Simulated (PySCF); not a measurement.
**Br2GaH (SMILES [Br][GaH][Br]): SVWN5/def2-SVP**

What is the vertical ionisation energy of Br2GaH at SVWN5/def2-SVP? 

Program for the calculation: PySCF 2.14.0.

## Step 1: Starting point

The species is Br2GaH (4 atoms), typed as a singlet with charge 0. SMILES: `[Br][GaH][Br]`. The coordinates come from a PBE0-D4/def2-TZVP relaxation.

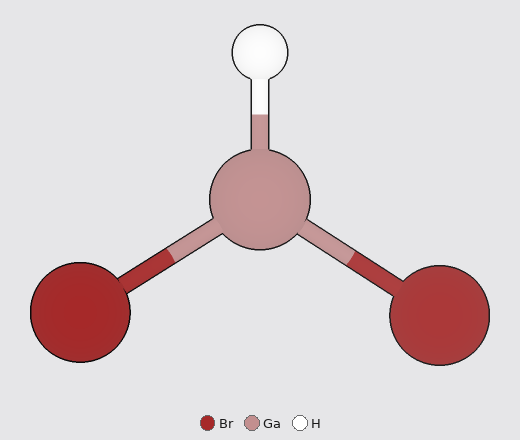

Viewed from a chosen angle; bromine red, gallium pink, hydrogen white.

## Step 2: A single-point energy at SVWN5/def2-SVP

input.py

```python
# [Br][GaH][Br]
from pyscf import gto, dft

mol = gto.M(
    atom=[
    ('Br', (-2.066700, 0.047400, -0.609100)),
    ('Ga', (0.130800, 0.163600, -0.035600)),
    ('Br', (1.021500, -1.717900, 0.879600)),
    ('H', (0.969900, 1.446500, -0.255100)),
],
    basis='def2-svp',
    verbose=3,
    max_memory=1860,
)

myscf = dft.RKS(mol, xc='svwn')
myscf.grids.level = 5
myscf.conv_tol = 1e-10
myscf.kernel()
if not myscf.converged:
    myscf = myscf.newton().run(myscf.mo_coeff, myscf.mo_occ)

e_tot = myscf.e_tot
print('E(%s) = %.9f' % ('SVWN5', e_tot))
```

On the command line:

```console
OMP_NUM_THREADS=1 python input.py
```

Log:

```text
converged SCF energy = -7062.88321806277
E(SVWN5) = -7062.883218063
```

It took 6 s on 1 thread of Intel Xeon Platinum 8488C (Sapphire Rapids), shared host; peak memory 0.35 GiB.

## Step 3: The doublet cation at the same level

job.py

```python
from pyscf import gto, dft

system = gto.M(
    atom=[
    ('Br', (-2.066700, 0.047400, -0.609100)),
    ('Ga', (0.130800, 0.163600, -0.035600)),
    ('Br', (1.021500, -1.717900, 0.879600)),
    ('H', (0.969900, 1.446500, -0.255100)),
],
    max_memory=1860,
    verbose=4,
    basis='def2-svp',
    spin=1,
    charge=1,
)

mf = dft.UKS(system, xc='svwn')
mf.conv_tol = 1e-10
mf.grids.level = 5
mf.kernel()
if not mf.converged:
    mf = mf.newton().run(mf.mo_coeff, mf.mo_occ)

etot = mf.e_tot
print('E(%s) = %.9f' % ('SVWN5', etot))
```

On the command line:

```console
OMP_NUM_THREADS=1 python job.py
```

Log:

```text
PySCF version 2.14.0

[INPUT] num. atoms = 4
[INPUT] num. electrons = 101
[INPUT] charge = 1
[INPUT] spin (= nelec alpha-beta = 2S) = 1
[INPUT] symmetry False subgroup None
[INPUT] Mole.unit = angstrom
[INPUT] Symbol           X                Y                Z      unit          X                Y                Z       unit  Magmom
[INPUT]  1 Br    -2.066700000000   0.047400000000  -0.609100000000 AA   -3.905496981639   0.089573018304  -1.151032182473 Bohr   0.0
[INPUT]  2 Ga     0.130800000000   0.163600000000  -0.035600000000 AA    0.247176177093   0.309159193979  -0.067274250035 Bohr   0.0
[INPUT]  3 Br     1.021500000000  -1.717900000000   0.879600000000 AA    1.930355236243  -3.246360509390   1.662203099167 Bohr   0.0
[INPUT]  4 H      0.969900000000   1.446500000000  -0.255100000000 AA    1.832845368216   2.733488839183  -0.482069134377 Bohr   0.0

nuclear repulsion = 694.688992653447
number of shells = 39
number of NR pGTOs = 229
number of NR cGTOs = 101
basis = def2-svp
ecp = {}

******** <class 'pyscf.dft.uks.UKS'> ********
method = UKS
initial guess = minao
damping factor = 0
level_shift factor = 0
DIIS = <class 'pyscf.scf.diis.CDIIS'>
diis_start_cycle = 1
diis_space = 8
diis_damp = 0
SCF conv_tol = 1e-10
SCF conv_tol_grad = None
SCF max_cycles = 50
direct_scf = True
direct_scf_tol = 1e-13
number electrons alpha = 51  beta = 50
XC library pyscf.dft.libxc version 7.0.0
    S. Lehtola, C. Steigemann, M. J.T. Oliveira, and M. A.L. Marques.,  SoftwareX 7, 1–5 (2018)
XC functionals = svwn
    P. A. M. Dirac.,  Math. Proc. Cambridge Philos. Soc. 26, 376 (1930)
    F. Bloch.,  Z. Phys. 57, 545 (1929)
    S. H. Vosko, L. Wilk, and M. Nusair.,  Can. J. Phys. 58, 1200 (1980)
radial grids:
    Treutler-Ahlrichs [JCP 102, 346 (1995); DOI:10.1063/1.469408] (M4) radial grids

[... 90 lines left out ...]
SCF not converged.
SCF energy = -7062.49693503058 after 50 cycles  <S^2> = 0.75083085  2S+1 = 2.0008307
[... 1 line left out ...]
******** <class 'pyscf.soscf.newton_ah.SecondOrderUKS'> ********
method = SecondOrderUKS
initial guess = minao
damping factor = 0
level_shift factor = 0
DIIS = <class 'pyscf.scf.diis.CDIIS'>
diis_start_cycle = 1
diis_space = 8
diis_damp = 0
SCF conv_tol = 1e-10
SCF conv_tol_grad = None
SCF max_cycles = 50
direct_scf = True
direct_scf_tol = 1e-13
number electrons alpha = 51  beta = 50
XC library pyscf.dft.libxc version 7.0.0
    S. Lehtola, C. Steigemann, M. J.T. Oliveira, and M. A.L. Marques.,  SoftwareX 7, 1–5 (2018)
XC functionals = svwn
    P. A. M. Dirac.,  Math. Proc. Cambridge Philos. Soc. 26, 376 (1930)
    F. Bloch.,  Z. Phys. 57, 545 (1929)
    S. H. Vosko, L. Wilk, and M. Nusair.,  Can. J. Phys. 58, 1200 (1980)
radial grids:
    Treutler-Ahlrichs [JCP 102, 346 (1995); DOI:10.1063/1.469408] (M4) radial grids

becke partition: Becke, JCP 88, 2547 (1988); DOI:10.1063/1.454033
pruning grids: <function nwchem_prune>
grids dens level: 5
symmetrized grids: False
atomic radii adjust function: <function treutler_atomic_radii_adjust>
small_rho_cutoff = 0
******** <class 'pyscf.dft.uks.UKS'> Newton solver flags ********
SCF tol = 1e-10
conv_tol_grad = None
max. SCF cycles = 50
direct_scf = True
direct_scf_tol = 1e-13
max_cycle_inner = 12
max_stepsize = 0.05
ah_start_tol = 1e+09
ah_level_shift = 0
ah_conv_tol = 1e-12
ah_lindep = 1e-14
ah_start_cycle = 1
ah_max_cycle = 40
ah_grad_trust_region = 2.5
kf_interval = 4
kf_trust_region = 5
canonicalization = True
Set conv_tol_grad to 1e-05
[... the frontier-level lines of each cycle are left out ...]
Initial guess E= -7062.49693503058  |g|= 0.0710443
macro= 0  E= -7062.50115664083  delta_E= -0.00422161  |g|= 0.0755377  3 KF 20 JK
macro= 1  E= -7062.50281154565  delta_E= -0.0016549  |g|= 0.0179525  3 KF 12 JK
macro= 2  E= -7062.50290298694  delta_E= -9.14413e-05  |g|= 0.00180279  3 KF 11 JK
macro= 3  E= -7062.50290524259  delta_E= -2.25565e-06  |g|= 5.89951e-05  2 KF 10 JK
macro= 4  E= -7062.50290524259  delta_E= 7.27596e-12  |g|= 4.06473e-06  1 KF 2 JK
Canonicalize SCF orbitals
macro X = 5  E=-7062.50290524259  |g|= 4.06473e-06  total 13 KF 61 JK


converged SCF energy = -7062.50290524259  <S^2> = 0.75106441  2S+1 = 2.0010641
E(SVWN5) = -7062.502905243
```

Run time: 70 s. Hardware: 1 thread of Intel Xeon Platinum 8488C (Sapphire Rapids), shared host; peak memory 0.38 GiB.

## Step 4: Results

At SVWN5/def2-SVP:

```
                                          quantity           value
                      singlet Br2GaH: total energy  -7062.88322 Eh
                     singlet Br2GaH: dipole moment          1.26 D
                       singlet Br2GaH: HOMO energy        -7.21 eV
                       singlet Br2GaH: LUMO energy        -2.75 eV
                     singlet Br2GaH: HOMO–LUMO gap         4.46 eV
                      doublet cation: total energy  -7062.50291 Eh
doublet cation: HOMO energy (highest over α and β)       -13.35 eV
                              doublet cation: ⟨S²⟩           0.751
vertical ionisation energy (to the doublet cation)       10.349 eV
```

**Reading.** Removing an electron at fixed nuclei costs 10.35 eV (239 kcal/mol). The negative HOMO energy of the first species, 7.21 eV, lies 3.14 eV below that difference. Mulliken charges (singlet Br2GaH) run from -0.13 on Br1 to +0.26 on Ga2. Mulliken charges (doublet cation) run from +0.09 on H4 to +0.39 on Ga2; they depend strongly on the basis.
